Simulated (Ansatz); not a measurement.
**F2H4Si2: density, localisation and related maps**

```yaml
atoms:
  - { symbol: Si, position_ang: [-0.7469, -0.7185, 0.6066] }
  - { symbol: Si, position_ang: [0.7073, 0.6511, -0.6162] }
  - { symbol: H, position_ang: [1.0341, 0.1889, -1.9857] }
  - { symbol: F, position_ang: [0.0807, 2.1102, -0.7462] }
  - { symbol: F, position_ang: [2.0834, 0.8034, 0.1726] }
  - { symbol: H, position_ang: [-0.9879, -0.1320, 1.9499] }
  - { symbol: H, position_ang: [-2.0332, -0.8363, -0.1291] }
  - { symbol: H, position_ang: [-0.1376, -2.0669, 0.7481] }
```

The reactant side of a reaction path; geometry: PBE0-D4/def2-TZVP.

These are results of RKS PBE0-D4/def2-TZVPP (Ansatz), not measurements.

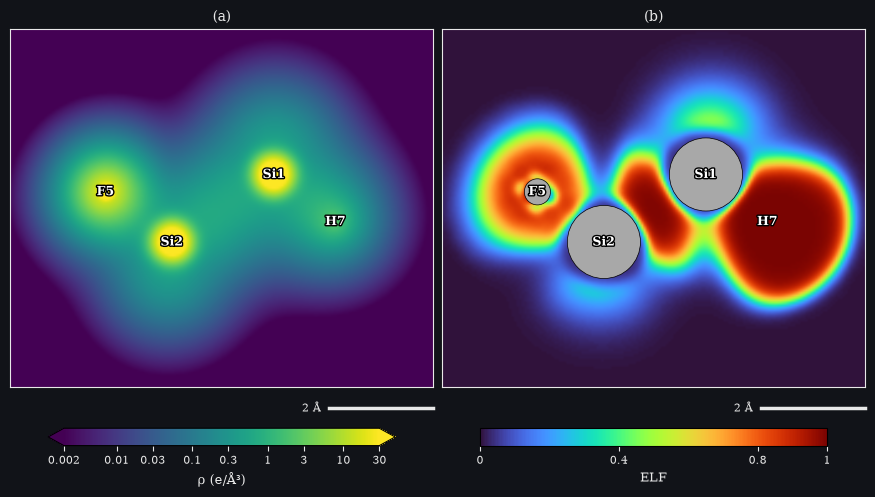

Figure 1. (a) electron density; (b) ELF on the plane of atoms Si1, Si2 and F5. Grey discs cover the atomic cores in the ELF map.

**What does the map show?**

- Atoms in the plane: Si, F and H.
- Si–F (1.59 Å): ρ is about 1.2 e/Å³ halfway; the ELF peaks at about 0.85 in the valence shell of F, 0.6 Å from its nucleus, and is about 0.55 at the midpoint.
- Si–Si (2.34 Å): the density is about 0.67 e/Å³ at the midpoint; the ELF peaks at about 1 between the atoms; a covalent bond.
- Si–H (1.49 Å): ρ is about 0.8 e/Å³ halfway; the ELF climbs to about 1 towards the hydrogen, as it does in any bond to H.
- The ELF also peaks beside F5, away from the bonds: lone-pair regions.

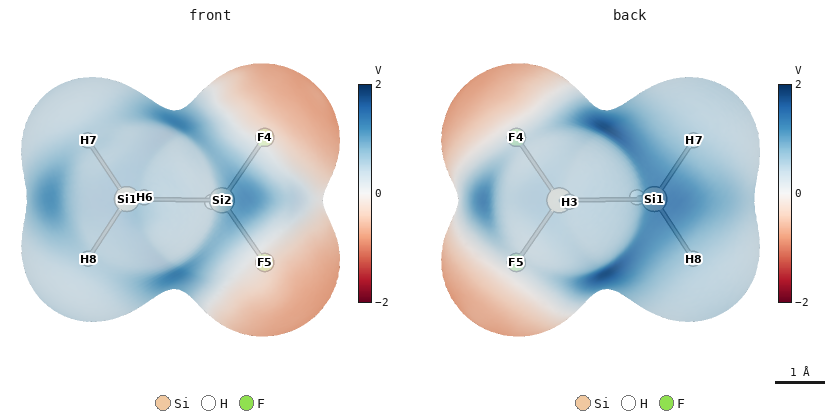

Figure 2. The molecular electrostatic potential painted on the density surface at 0.002 e/bohr³, seen from the front and from behind; the colour scale runs from red (negative) to blue (positive).

**Which sites attract a positive test charge, and which a negative one?**

A positive charge is drawn to the negative regions and a negative charge to the positive ones. The most negative region (about −0.8 V, or −18 kcal/mol for a unit charge) lies over F4 and F5, the most positive (about +1.7 V, or +39 kcal/mol for a unit charge) over Si2.

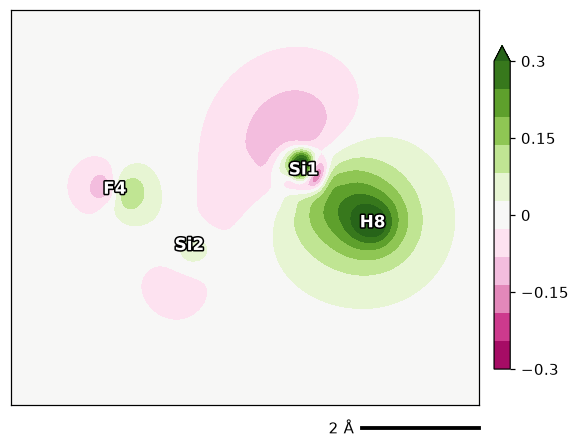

Figure 3. The HOMO−1 on the plane of atoms Si1, Si2 and F4 (values in Å⁻³ᐟ²; the overall sign is arbitrary).

**What is the character of this orbital?**

Its weight (Hirshfeld) is mainly on Si1 (about 40 %), H6 (about 35 %), H7 (about 10 %) and H8 (about 10 %). Its energy is −10.26 eV.

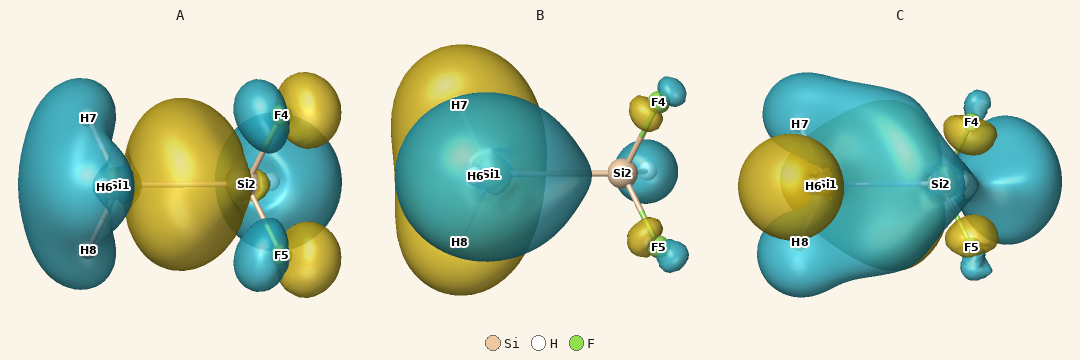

Figure 4. Three frontier orbitals at ±0.06 Å⁻³ᐟ² (yellow and cyan are the two phases), in no order.

**Which picture is the HOMO−1, the HOMO and the LUMO?**

B is the HOMO−1 (−10.26 eV). It lies mainly on Si1 (about 40 %), H6 (about 35 %), H7 (about 10 %) and H8 (about 10 %). A is the HOMO (−8.59 eV). It lies mainly on Si1 (about 35 %), Si2 (about 30 %), H3 (about 15 %), F4 (about 5 %) and F5 (about 5 %). C is the LUMO (−0.43 eV). Its weight (Hirshfeld) is mainly on Si2 (about 40 %), Si1 (about 35 %), H6 (about 10 %) and H3 (about 5 %).

**What is the HOMO–LUMO gap?**

8.16 eV between the orbital energies.
